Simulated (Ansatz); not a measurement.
## Phonons of Ir (Fm-3m, 1 atom in the cell) against volume

Wanted: mode Grüneisen parameters of Ir (Fm-3m, 1 atom in the cell).

Program: Ansatz 0.2.0. Level of theory: DFT PBEsol, scalar-relativistic, plane waves, PAW; PAW set soft_1. Results are calculated unless marked as measured.

The database entry behind the starting cell differs from later determinations by our own check (0.1 to 0.3 % short, probably kX units), so it need not match the best structure at ambient conditions.

## Step 1: The structure

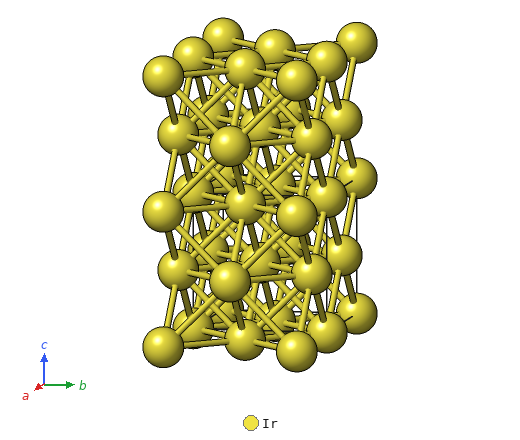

Start, viewed slightly off an axis; iridium yellow. 2×1×2 cells are drawn. This picture shows the conventional cell, with its axes. Some periodic images of atoms are drawn too.

## Step 2: The dispersion

The cell comes from relaxations at this level that are not shown. Stability and thermal properties need the whole zone. Linear response on a 4×4×4 q mesh gives force constants as far as a supercell of that size would.

Contents of input.yaml:

```yaml
crystal:
  lattice:
    - [0.0, 1.9147623234, 1.9147623234]
    - [1.9147623234, 0.0, 1.9147623234]
    - [1.9147623234, 1.9147623234, 0.0]
  atoms:
    - { symbol: Ir, position: [0.0, 0.0, 0.0] }
kpoints:
  mp_grid: { grid: [20, 20, 20] }
hamiltonian:
  xc: pbesol
  pseudopotentials: { kind: paw, azcp: { folder: soft_1 }, xc_functional: pbe }
scf:
  occupations: { method: methfessel_paxton, width: 0.2 }
output:
  eigenvalues: true
phonons:
  method: dfpt
  qmesh: [4, 4, 4]
  temperatures: { t_max: 1000, t_step: 50 }
  qpath:
    path:
      - [[0.0, 0.0, 0.0], [0.5, 0.0, 0.5], [0.625, 0.25, 0.625]]
      - [[0.375, 0.375, 0.75], [0.0, 0.0, 0.0], [0.5, 0.5, 0.5], [0.5, 0.25, 0.75], [0.5, 0.0, 0.5]]
    npoints: 10
```

Command:

```bash
$ ansatz run input.yaml --threads 4 --pin off --max-ram 10240MiB --backend cpu --events-out ev --progress --plain --runs-dir out
```

Numbers of over 12 decimals in the logs are rounded to 6 here.

Output:

```text
Engine: ansatz 0.2.0, aarch64-unknown-linux-gnu
Pseudopotentials: kind: paw
Pseudopotential: Ir, paw, valence charge 17, recommended cutoff 420 eV (normal), soft_1/Ir.paw.azcp
Functional definition: PBEsol
  exchange = pbesol_x
  correlation = pbesol_c
Crystal: 1 atoms, lattice volume = 14.040 Å³
Basis set: ecut = 420 eV, 283 PW (Γ), exchange–correlation on 40×40×40 points (8 copies of the dense FFT grid, shifted against one another)
Bands: 13, of which v1, the nominal top of the filled ones, is band 9 counted from 1 (8 counted from 0)
Symmetry: 48 space group operations
k-points: 256 of 8000
Non-local potential: Ir, projectors of the file, l = 0: 3, l = 1: 2, l = 2: 2, l = 3: 1
PAW form: soft (Blöchl's): semilocal exchange-correlation on the pseudo side does not see the compensation charge
PAW frozen core: Ir, regenerated for the run's functional, and the local potential with it (the file was generated under x = pbe(κ = 0.804, μ = 0.219515), c = pbe(β = 0.066725))
PAW one-centre angular grid: Ir, 590 points (default); XC on 64 Gauss nodes
Initial density: superposition of atomic densities (chi_scale 0.1, normalization cell)
Initial wavefunctions: pseudopotential atomic-orbital guess
Functional: x = pbesol(κ = 0.804, μ = 0.123457), c = pbesol(β = 0.046)
SCF iter   1: F=—  HF=-11800.555928 eV  |F-HF|=—  |Δ(HF+E_count)|=         —  Δρ=5.28e-2  dr2=2.94e-1  ethr=3.10e-3  ⟨swp⟩=5.0  Hψ=16406  notcnv=0
preconditioner: auto → none  [metal: Δε(μ)=0.018 eV  Ē_g=14.253 eV  σ=0.200 eV  W_gap=0.08  n_scr=0 (ndim 8)  ℏωp=29.7 eV  f_vac=0.000  D(μ)=0.53/eV (n_scr^D=0)]
SCF iter   2: F=—  HF=-11800.451781 eV  |F-HF|=—  |Δ(HF+E_count)|=   1.04e-1  S|Δr|=    0.00e0  Δρ=1.64e-2  dr2=8.23e-3  ethr=1.73e-3  ⟨swp⟩=2.6  Hψ=7337  notcnv=0  defer=46
SCF iter   3: F=—  HF=-11800.448970 eV  |F-HF|=—  |Δ(HF+E_count)|=   2.81e-3  S|Δr|=    0.00e0  Δρ=7.49e-3  dr2=1.79e-3  ethr=4.84e-5  ⟨swp⟩=1.2  Hψ=3670  notcnv=0  defer=46
SCF iter   4: F=—  HF=-11800.448288 eV  |F-HF|=—  |Δ(HF+E_count)|=   6.82e-4  S|Δr|=    0.00e0  Δρ=2.05e-4  dr2=1.91e-6  ethr=1.05e-5  ⟨swp⟩=1.0  Hψ=3282  notcnv=0  defer=46
SCF iter   5: F=—  HF=-11800.448284 eV  |F-HF|=—  |Δ(HF+E_count)|=   4.27e-6  S|Δr|=    0.00e0  Δρ=3.77e-5  dr2=1.05e-7  ethr=1.12e-8  ⟨swp⟩=2.0  Hψ=5472  notcnv=0  defer=46
SCF iter   6: F=—  HF=-11800.448284 eV  |F-HF|=—  |Δ(HF+E_count)|=   3.59e-8  S|Δr|=    0.00e0  Δρ=1.88e-6  dr2=2.41e-10  ethr=6.17e-10  ⟨swp⟩=2.1  Hψ=5383  notcnv=0  defer=46
SCF iter   7: F=-11800.448284 eV  HF=-11800.448284 eV  |F-HF|=3.64e-12  |Δ(HF+E_count)|=  4.73e-11  S|Δr|=    0.00e0  Δρ=2.14e-7  dr2=3.83e-12  ethr=1.00e-12  ⟨swp⟩=5.9  Hψ=13755  notcnv=0
SCF 1 converged in 7 iterations: F = -11800.448284 eV  dr2 = 3.83e-12
  greatest PAW one-centre occupation: 1.000 electrons in one spin orbital (limit 2), on the Ir atom at site 0 (counted from 0), in its partial waves of l = 0
NSCF: frozen V_eff on 256 k-points
NSCF: frozen V_eff on 641 k-points
DFPT response loops at q = (0, 0, 0) (fractional): preconditioner auto → Kerker (q_TF=auto, 2.817 Å⁻¹) (partly filled bands, converged f_vac=0.000); β = 1.00, the filter's whole step (`scf.mixing.beta` (0.50) is not read by the response loops under this deck's `scf.mixing.preconditioner`; to damp them name `kerker` or `kerker_dos`, under which they read `scf.mixing.beta`, and type it under 1.00, their step now; both keys bind the ground state too); Broyden in place of MSR1
NSCF: frozen V_eff on 8400 k-points
DFPT response loops at q = (0, 0, 0.25) (fractional): mixed as the last ones told, above
NSCF: frozen V_eff on 4224 k-points
DFPT response loops at q = (0, 0, -0.5) (fractional): mixed as the last ones told, above
NSCF: frozen V_eff on 4420 k-points
DFPT response loops at q = (0, 0.25, 0.25) (fractional): mixed as the last ones told, above
NSCF: frozen V_eff on 16000 k-points
DFPT response loops at q = (0, 0.25, -0.5) (fractional): mixed as the last ones told, above
NSCF: frozen V_eff on 8400 k-points
DFPT response loops at q = (0, 0.25, -0.25) (fractional): mixed as the last ones told, above
NSCF: frozen V_eff on 2332 k-points
DFPT response loops at q = (0, -0.5, -0.5) (fractional): mixed as the last ones told, above
NSCF: frozen V_eff on 4420 k-points
DFPT response loops at q = (0.25, -0.5, -0.25) (fractional): mixed as the last ones told, above
SCF converged after 7 iterations
Stability not checked: this state was not tested for a lower state beside it, because cold or Methfessel-Paxton smearing, or corrected tetrahedra, fill the levels in a way that the test cannot read (fill_not_monotonic; see scf.lower_state_search)
Free energy (F): -11800.448284 eV
Harris-Foulkes:  -11800.448284 eV  (|F-HF|=3.64e-12)
Internal energy: -11800.451159 eV  (E = F + TS)
E sigma→0 (E₀):  -11800.449003 eV
Entropy (-TS):   0.002875 eV (2.875 meV/atom)
Fermi energy:    25.824442 eV
--- Per-component energies (eV) ---
  E_band       = -82.486420
  E_kinetic    = 540.423681
  E_local      = -1091.092420  (includes V_loc(G=0)·N_el)
  E_nonlocal   = 193.024923
  E_hartree    = 407.395159
  E_xc         = -229.371131
  E_vxc        = -256.826136  (∫ρ·V_xc dr)
  E_paw        = -9129.940341  (= ΣΔE_a)
  E_vpaw       = -282.807072  (= ΣTr[D̂ρ^β])
  E_aug_tail   = 0.000360  (compensation charges beyond the density's cutoff)
  E_ewald      = -2491.156738
  E_core_change = 0.265348  (= ΣΔE_core)
  E_smearing   = 0.002875  (= −TS)
  E_closure    = 0.000000  (closes the sum)
  Σ components = -11800.448284   (vs F -11800.448284, Δ=0.00e0)
--- Band table (eV; the first three rows and the last of 256) ---
  k-point 0: bands = [... 5 lower, 21.9233, 21.9233, 21.9233, 24.6731, 24.6731, 39.4289, 44.9646, 44.9646]
  k-point 1: bands = [... 5 lower, 21.8612, 21.9727, 21.9727, 24.6398, 24.6398, 39.6266, 44.4221, 45.1535]
  k-point 2: bands = [... 5 lower, 21.6970, 22.1062, 22.1062, 24.5612, 24.5612, 40.1806, 43.2632, 45.7077]
  k-point 255: bands = [... 5 lower, 20.9185, 20.9185, 24.0322, 27.3934, 34.0370, 34.9238, 34.9238, 39.2325]
--- Phonons (Γ-DFPT): 1 representative perturbation + reference (Σ response iterations 3) ---
  ASR residual: 1.502e-4 → 0.000e0 eV/Å²; symmetrization residual: 7.124e-12 eV/Å²
  ASR residual per site (eV/Å²): 1.50e-4
  Γ frequencies (cm⁻¹): 0.00 0.00 0.00
--- Phonons (arbitrary-q DFPT): 8 irreducible q on the 4×4×4 mesh ---
  q = [0.0000, 0.0000, 0.0000] (star 1, of the zone-centre solve; hermiticity 1.33e-9, symmetrization 4.74e-8): 0.00 0.00 0.00
  q = [0.0000, 0.0000, 0.2500] (star 8, 1 solved perturbation on 4200 of 8000 k-point pairs; hermiticity 6.49e-14, symmetrization 4.47e-13): 88.48 88.48 170.15
  q = [0.0000, 0.0000, -0.5000] (star 4, 1 solved perturbation on 2112 of 8000 k-point pairs; hermiticity 5.66e-10, symmetrization 2.83e-10): 117.90 117.90 203.78
  q = [0.0000, 0.2500, 0.2500] (star 6, 2 solved perturbations in 3420 linear systems a pass and spin channel, the states on 2210 of 8000 k-point pairs; hermiticity 2.06e-14, symmetrization 3.32e-14): 117.08 117.08 184.67
  q = [0.0000, 0.2500, -0.5000] (star 24, 2 solved perturbations in 12200 linear systems a pass and spin channel, the states on 8000 of 8000 k-point pairs; hermiticity 7.67e-8, symmetrization 1.03e-8): 137.82 155.63 189.65
  q = [0.0000, 0.2500, -0.2500] (star 12, 2 solved perturbations in 6410 linear systems a pass and spin channel, the states on 4200 of 8000 k-point pairs; hermiticity 1.21e-14, symmetrization 1.41e-14): 129.51 143.53 190.65
  q = [0.0000, -0.5000, -0.5000] (star 3, 2 solved perturbations in 1807 linear systems a pass and spin channel, the states on 1166 of 8000 k-point pairs; hermiticity 5.05e-14, symmetrization 6.75e-14): 148.29 148.29 197.90
  q = [0.2500, -0.5000, -0.2500] (star 6, 2 solved perturbations in 3326 linear systems a pass and spin channel, the states on 2210 of 8000 k-point pairs; hermiticity 1.83e-14, symmetrization 1.64e-13): 166.31 168.76 168.76
  sum rule: each row above includes the acoustic sum rule's correction from the zone centre's row sums; it moved no ω² by more than (0.46 cm⁻¹)²
  mesh force constants: q→R imaginary residual 0.00e0; ASR residual 1.502e-4 → 0.000e0 eV/Å²; symmetrization residual 2.487e-14 eV/Å²
  interpolated dispersion: 62 rows × 3 modes
  density of states and harmonic sums: on the 28×28×28 q-mesh, interpolated from the force constants of a 4×4×4 supercell (no non-analytic term)
  largest difference from the sums on the solved wave vectors: F 1.07e-2 eV, S 1.48e-5 and C_V 4.03e-6 eV/K
  zero-point energy: 0.027940 eV/cell   skipped modes (ω ≤ 0): 3   left out of the sums: 4.56e-5 of the cell's modes: C_V's classical limit lies that fraction below 3 k_B per atom; for a crystal, a wire or a layer, F and S can be off by more, and a phonons.interpolated_qmesh denser along its periods is the remedy for the sampling
```

It took 2.1 min on 4 threads of Arm Neoverse V2, shared host; peak memory 3.6 GiB; 7.8 min of CPU time.

Reading the cycles: dr2 is the Hartree energy of the density residual (eV), the measure of convergence; HF is the Harris–Foulkes estimate of the energy, which meets the free energy F at convergence.

This step gave:

```
volume per atom                                         : 14.04 Å³
gap on the k-mesh                                       : 0 eV
sum-rule residual before enforcement                    : 1.50e-4 eV/Å²
lowest frequency on the path                            : 0 cm⁻¹
highest frequency on the path or at a solved wavevector : 203.8 cm⁻¹
mean frequency                                          : 150.3 cm⁻¹
Debye temperature (second moment)                       : 286 K
logarithmic mean frequency                              : 145.9 cm⁻¹
lowest mode on the q mesh (acoustic modes at Γ apart)   : 88.48 cm⁻¹
zero-point energy per atom                              : 27.94 meV
heat capacity at 300 K                                  : 23.84 J/(mol atoms K)
vibrational entropy at 300 K                            : 34.41 J/(mol atoms K)
```

Frequencies (cm⁻¹) solved at each irreducible wavevector; negative means imaginary. Frequencies by wavevector, by row:

| q in reciprocal lattice units | star | mode 1 | mode 2 | mode 3 |
| --- | --- | --- | --- | --- |
| 0 0 0 | 1 | 0 | 0 | 0 |
| 0 0 0.25 | 8 | 88.5 | 88.5 | 170.2 |
| 0 0 -0.5 | 4 | 117.9 | 117.9 | 203.8 |
| 0 0.25 0.25 | 6 | 117.1 | 117.1 | 184.7 |
| 0 0.25 -0.5 | 24 | 137.8 | 155.6 | 189.7 |
| 0 0.25 -0.25 | 12 | 129.5 | 143.5 | 190.7 |
| 0 -0.5 -0.5 | 3 | 148.3 | 148.3 | 197.9 |
| 0.25 -0.5 -0.25 | 6 | 166.3 | 168.8 | 168.8 |

Symmetry leaves 8 wavevectors to solve. The lowest mode among them, the acoustic zeros apart, lies at q = (0, 0, 0.25) and is real, 88.5 cm⁻¹.

## Step 3: Relaxing at another volume, volume ratio 0.97

The volume is scaled by 0.97 and held; symmetry leaves nothing to relax, so this is a single point. The modes can then be followed against volume.

input.yaml, the sections that differ from step 2:

```yaml
crystal:
  lattice:
    - [0.0, 1.8954199674, 1.8954199674]
    - [1.8954199674, 0.0, 1.8954199674]
    - [1.8954199674, 1.8954199674, 0.0]
  atoms:
    - { symbol: Ir, position: [0.0, 0.0, 0.0] }
output:
  forces: true
  stress: true
  eigenvalues: true
# kpoints, hamiltonian, scf: as in step 2
# phonons: removed
```

Output:

```text
[...]
Crystal: 1 atoms, lattice volume = 13.619 Å³
Basis set: ecut = 420 eV, 283 PW (Γ), exchange–correlation on 36×36×36 points (8 copies of the dense FFT grid, shifted against one another)
Bands: 13, of which v1, the nominal top of the filled ones, is band 9 counted from 1 (8 counted from 0)
Symmetry: 48 space group operations
[...]
k-points: 256 of 8000
[...]
--- Band table (eV; the first three rows and the last of 256) ---
  k-point 0: bands = [... 5 lower, 22.7446, 22.7446, 22.7446, 25.6289, 25.6289, 40.3391, 46.0469, 46.0469]
  k-point 1: bands = [... 5 lower, 22.6791, 22.7962, 22.7962, 25.5932, 25.5932, 40.5460, 45.4988, 46.2443]
  k-point 2: bands = [... 5 lower, 22.5065, 22.9354, 22.9354, 25.5090, 25.5090, 41.1257, 44.3328, 46.8232]
  k-point 255: bands = [... 5 lower, 21.7073, 21.7073, 24.9411, 28.4920, 35.3273, 36.1545, 36.1545, 40.5869]
[key lines of the parts left out:]
SCF converged after 6 iterations
Free energy (F): -11800.431991 eV
Fermi energy:    26.831848 eV
P = ⅓ Tr σ = 12.7726 GPa (127.726 kbar)
```

Wall time 0.8 s (4 threads); peak memory 0.3 GiB.

Numbers from this step:

| Property | Result |
| --- | --- |
| pressure | 12.77 GPa |
| volume per atom | 13.62 Å³ |

The run ends at a pressure of 12.77 GPa.

## Step 4: Phonons at the other volume, volume ratio 0.97

The phonons are repeated at this volume on the same k and q meshes.

input.yaml, the sections that differ from step 3:

```yaml
output:
  eigenvalues: true
phonons:
  method: dfpt
  qmesh: [4, 4, 4]
  temperatures: { t_max: 1000, t_step: 50 }
  qpath:
    path:
      - [[0.0, 0.0, 0.0], [0.5, 0.0, 0.5], [0.625, 0.25, 0.625]]
      - [[0.375, 0.375, 0.75], [0.0, 0.0, 0.0], [0.5, 0.5, 0.5], [0.5, 0.25, 0.75], [0.5, 0.0, 0.5]]
    npoints: 10
# crystal, kpoints, hamiltonian, scf: as in step 3
```

Output:

```text
[...]
Crystal: 1 atoms, lattice volume = 13.619 Å³
Basis set: ecut = 420 eV, 283 PW (Γ), exchange–correlation on 36×36×36 points (8 copies of the dense FFT grid, shifted against one another)
Bands: 13, of which v1, the nominal top of the filled ones, is band 9 counted from 1 (8 counted from 0)
Symmetry: 48 space group operations
k-points: 256 of 8000
[...]
SCF iter   1: F=—  HF=-11800.538140 eV  |F-HF|=—  |Δ(HF+E_count)|=         —  Δρ=5.35e-2  dr2=2.86e-1  ethr=3.10e-3  ⟨swp⟩=5.0  Hψ=16490  notcnv=0
[...]
SCF iter   7: F=-11800.431991 eV  HF=-11800.431991 eV  |F-HF|=1.82e-12  |Δ(HF+E_count)|=  7.46e-11  S|Δr|=    0.00e0  Δρ=1.99e-7  dr2=3.11e-12  ethr=1.00e-12  ⟨swp⟩=6.2  Hψ=14015  notcnv=0
SCF 1 converged in 7 iterations: F = -11800.431991 eV  dr2 = 3.11e-12
[...]
NSCF: frozen V_eff on 256 k-points
[...]
SCF converged after 7 iterations
[...]
Free energy (F): -11800.431991 eV
[...]
Internal energy: -11800.434643 eV  (E = F + TS)
E sigma→0 (E₀):  -11800.432654 eV
Entropy (-TS):   0.002652 eV (2.652 meV/atom)
Fermi energy:    26.831857 eV
[...]
--- Band table (eV; the first three rows and the last of 256) ---
  k-point 0: bands = [... 5 lower, 22.7446, 22.7446, 22.7446, 25.6289, 25.6289, 40.3391, 46.0469, 46.0469]
  k-point 1: bands = [... 5 lower, 22.6791, 22.7962, 22.7962, 25.5933, 25.5933, 40.5460, 45.4988, 46.2443]
  k-point 2: bands = [... 5 lower, 22.5065, 22.9354, 22.9354, 25.5090, 25.5090, 41.1257, 44.3328, 46.8232]
  k-point 255: bands = [... 5 lower, 21.7073, 21.7073, 24.9412, 28.4920, 35.3273, 36.1545, 36.1545, 40.5869]
[...]
ASR residual: 1.595e-4 → 0.000e0 eV/Å²; symmetrization residual: 1.486e-11 eV/Å²
  ASR residual per site (eV/Å²): 1.59e-4
  Γ frequencies (cm⁻¹): 0.00 0.00 0.00
--- Phonons (arbitrary-q DFPT): 8 irreducible q on the 4×4×4 mesh ---
[...]
interpolated dispersion: 62 rows × 3 modes
[...]
```

It took 1.9 min on 4 threads; peak memory 3.5 GiB.

Numbers from this step:

| Item | Value |
| --- | --- |
| sum-rule residual before enforcement | 1.59e-4 eV/Å² |
| highest frequency on the path or at a solved wavevector | 222.1 cm⁻¹ |
| mean frequency | 161.8 cm⁻¹ |
| Debye temperature (second moment) | 308 K |
| logarithmic mean frequency | 156.8 cm⁻¹ |
| lowest mode on the q mesh (acoustic modes at Γ apart) | 93.61 cm⁻¹ |
| zero-point energy per atom | 30.08 meV |
| heat capacity at 300 K | 23.67 J/(mol atoms K) |
| vibrational entropy at 300 K | 32.70 J/(mol atoms K) |

Frequencies (cm⁻¹) solved at each irreducible wavevector; negative means imaginary. Frequencies by wavevector, by row:

| q in reciprocal lattice units | star | mode 1 | mode 2 | mode 3 |
| --- | --- | --- | --- | --- |
| 0 0 0 | 1 | 0 | 0 | 0 |
| 0 0 0.25 | 8 | 93.6 | 93.6 | 183 |
| 0 0 -0.5 | 4 | 125 | 125 | 222.1 |
| 0 0.25 0.25 | 6 | 125.2 | 125.2 | 196.9 |
| 0 0.25 -0.5 | 24 | 147.3 | 167.9 | 206.2 |
| 0 0.25 -0.25 | 12 | 136.8 | 156.1 | 205.8 |
| 0 -0.5 -0.5 | 3 | 159.7 | 159.7 | 215.6 |
| 0.25 -0.5 -0.25 | 6 | 178.4 | 183.9 | 183.9 |

The highest frequency on the path or at a solved wavevector is 222.1 cm⁻¹, +18.3 cm⁻¹ against the base run.

## Step 5: Relaxing at another volume, volume ratio 1.03

The volume is scaled by 1.03 and held; symmetry leaves nothing to relax, so this is a single point. The modes can then be followed against volume.

input.yaml, the sections that differ from step 4:

```yaml
crystal:
  lattice:
    - [0.0, 1.9337215992, 1.9337215992]
    - [1.9337215992, 0.0, 1.9337215992]
    - [1.9337215992, 1.9337215992, 0.0]
  atoms:
    - { symbol: Ir, position: [0.0, 0.0, 0.0] }
output:
  forces: true
  stress: true
  eigenvalues: true
# kpoints, hamiltonian, scf: as in step 4
# phonons: removed
```

Output:

```text
[...]
Crystal: 1 atoms, lattice volume = 14.461 Å³
Basis set: ecut = 420 eV, 283 PW (Γ), exchange–correlation on 40×40×40 points (8 copies of the dense FFT grid, shifted against one another)
Bands: 13, of which v1, the nominal top of the filled ones, is band 9 counted from 1 (8 counted from 0)
Symmetry: 48 space group operations
[...]
k-points: 256 of 8000
[...]
--- Band table (eV; the first three rows and the last of 256) ---
  k-point 0: bands = [... 5 lower, 21.1466, 21.1466, 21.1466, 23.7713, 23.7713, 38.5640, 43.9351, 43.9351]
  k-point 1: bands = [... 5 lower, 21.0876, 21.1940, 21.1940, 23.7401, 23.7401, 38.7530, 43.3974, 44.1160]
  k-point 2: bands = [... 5 lower, 20.9314, 21.3220, 21.3220, 23.6667, 23.6667, 39.2826, 42.2445, 44.6467]
  k-point 255: bands = [... 5 lower, 20.1744, 20.1744, 23.1733, 26.3591, 32.8206, 33.7649, 33.7649, 37.9564]
[key lines of the parts left out:]
SCF converged after 6 iterations
Free energy (F): -11800.433847 eV
Fermi energy:    24.874751 eV
P = ⅓ Tr σ = -10.6546 GPa (-106.546 kbar)
```

Elapsed: 0.82 s, on 4 threads; peak memory 0.3 GiB; 2.4 s of CPU time.

This step gave:

```yaml
pressure: -10.65 GPa
volume_per_atom: 14.46 Å³
```

The run ends at a pressure of -10.65 GPa.

(Part 1 of 2 ends here.)

[Logs are printed without paths, hosts, clocks, repeated set-up lines and the standing remarks that a program may print on its own settings, such as how far it seeks lower states.]

[Hosts, paths, dates, database ids (printed as entryN), source tags and the programs' standing remarks are cut or masked in the printed files.]
